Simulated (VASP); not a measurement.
Band structure of GaAs₄B₃ (ordered alloy cell). Level of theory: PBEsol GGA, VASP's PBE PAW potentials (set 64) (plane waves; VASP).

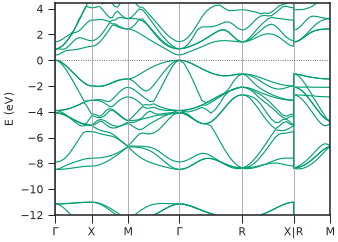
*Bands along high-symmetry lines, zero at the valence-band maximum or, without a gap, the Fermi level*

### Question
Read the plot: is there a gap, and where are the band edges?

### Answer
The gap is direct, 0.40 eV, from the valence maximum at Γ to the conduction minimum at Γ. (Edges off the drawn lines would not show.)

The structure was generated: GaAs4B3 was put into an ordered model structure (P-43m), which need not be its known phase. It was relaxed first.
